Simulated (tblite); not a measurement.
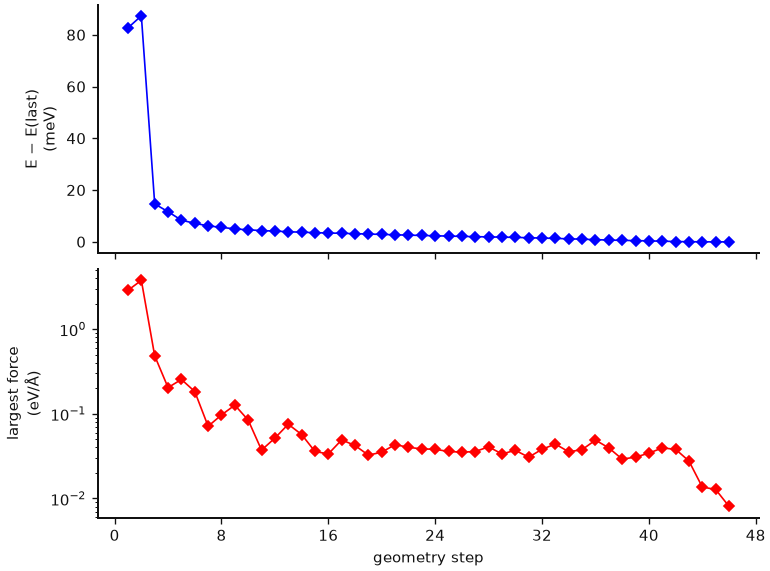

History of a geometry optimisation.

C3H4ClFO (SMILES O=CC[C@@H](F)Cl); tblite, GFN2-xTB geometry optimisation, gas phase.

Q: How did it end, and what did it gain?

A: The optimisation met its thresholds at geometry 46, counting the start as the first. The energy fell by about 83 meV from the first step to the last, with a rise at step 2. The largest force goes from about 2.9 eV/Å at the start to 8 × 10⁻³ eV/Å at the end.
